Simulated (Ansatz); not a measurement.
PdSb$_{2}$ (space group Pa-3)

```cif
data_Pd4Sb8
_chemical_formula_sum 'Sb8 Pd4'
_space_group_name_H-M_alt 'Pa-3'
_space_group_IT_number 205
_space_group_name_Hall '-P 2ac 2ab 3'
_cell_length_a 6.46448
_cell_length_b 6.46448
_cell_length_c 6.46448
_cell_angle_alpha 90.000
_cell_angle_beta 90.000
_cell_angle_gamma 90.000
loop_
_atom_site_label
_atom_site_type_symbol
_atom_site_symmetry_multiplicity
_atom_site_Wyckoff_symbol
_atom_site_fract_x
_atom_site_fract_y
_atom_site_fract_z
_atom_site_occupancy
Sb1 Sb 8 c 0.37286 0.37286 0.37286 1
Pd1 Pd 4 a 0.00000 0.00000 0.00000 1
```

E(V) scan at fixed shape, V₀ the volume above. The atoms relax within the cell's symmetry.

Computed with PBEsol (plane waves to 420 eV, PAW, scalar-relativistic; Ansatz, a program for electronic structure). k mesh 6×6×6 (Γ-centred), Fermi-Dirac smearing 0.05 eV. Energies are smeared free energies. PdSb2 is run without spin polarisation. PdSb2 was relaxed with its symmetry unable to fall. Spin-orbit coupling is left out, though Sb is heavy. The zero of ΔE is the relaxed starting cell.

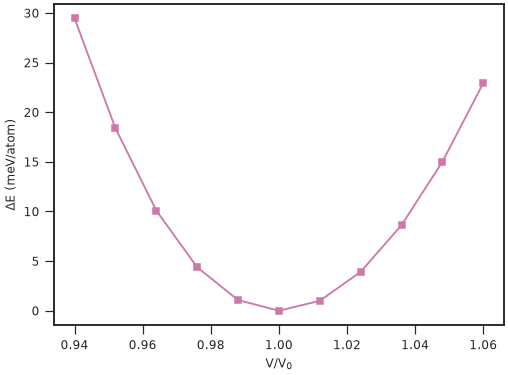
ΔE (meV/atom) against V/V₀; one marker a computed point.

Task: What is ΔE at V/V₀ = 0.940?

Result: About 29 meV/atom.

Task: What is ΔE at V/V₀ = 1.060?

Result: About 23 meV/atom.

Task: What bulk modulus B₀ follows from a third-order Birch-Murnaghan fit?

Result: About 100 GPa.

(A scan under strain: stresses follow from slopes of the energy per volume, elastic moduli from its curvatures.)
